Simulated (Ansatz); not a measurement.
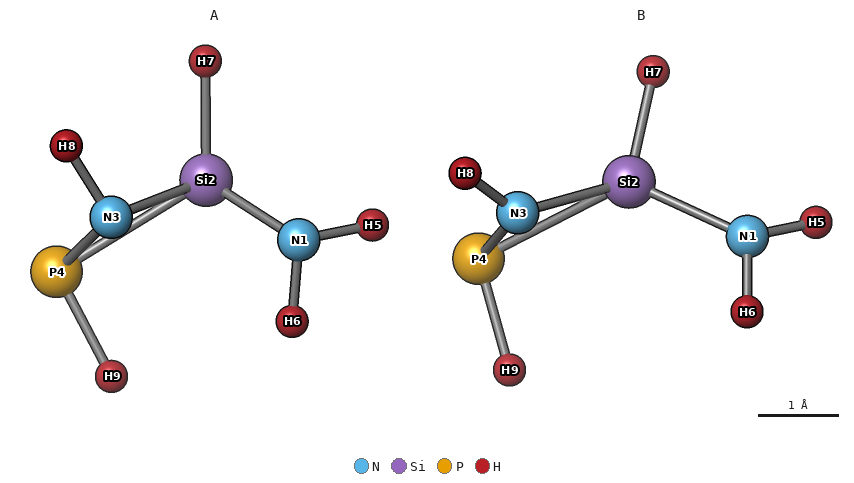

Two geometries of SiPN$_{2}$H$_{5}$, drawn at one scale. One is the start of a relaxation, the other its converged end. A ball-and-stick model, seen at a tilt.

The calculation used RKS PBE/def2-SVP (Ansatz 0.2.0). (no spin polarisation; force threshold 0.015 eV/Å; at most 40 steps)

Question: Which geometry has the lower energy?

Answer: Structure B is the relaxed one. The run prepares an end point of a later path (torsion) calculation, from a guessed geometry. The atom that moves furthest after the best rigid fit is H8 (0.65 Å). By element the largest moves are H 0.65 Å, P 0.32 Å, N 0.28 Å, Si 0.23 Å. Near-neighbour distances that change, for instance: N3–P4 1.653 → 1.834 Å, N1–Si2 1.621 → 1.729 Å, N3–H8 1.084 → 1.023 Å, Si2–N3 1.676 → 1.717 Å. Bond angles that change, for instance: Si2–N3–H8 106.5° → 137.2°, N1–Si2–N3 92.5° → 115.7°, N3–Si2–H7 101.8° → 123.4°. The energy falls by 46.1 kcal/mol in 10 accepted moves (11 points after the start). The largest force component goes from 5.1 to 0.012 eV/Å. The line search rejected the trial step at point 5 of the run.
